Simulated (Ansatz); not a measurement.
## Pressure series in Ba2HfO4

The parent structure is Ba2HfO4 (space group I4/mmm, No. 139; a = 4.1515 Å, c = 13.4317 Å; a cell from a computed database, its experimental status unchecked).

Cell and atoms are relaxed at each pressure.

All numbers come from r2SCAN+rVV10, PAW, 500 eV (Ansatz, a quantum-chemistry and plane-wave program; scalar-relativistic without spin-orbit coupling), earlier PAW set.

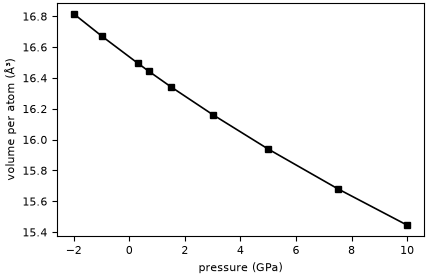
*Volume against pressure*

**Question.** Estimate the zero-pressure bulk modulus from the plot.

**Answer.** About 120 GPa; a third-order Birch–Murnaghan fit to the points gives V₀ = 16.54 Å³/atom, B₀ = 124 GPa and B₀′ = 4.8.

Between the base and pressure 10 GPa the gap moves from 3.76 eV to 3.69 eV, a mean slope of -7.3 meV/GPa.

With Hf present, leaving out spin-orbit coupling can change the band edges. Load acts through the strain it causes; cell and atoms are relaxed under it. Stability against distortions was not tested. No other phases were tried under pressure.
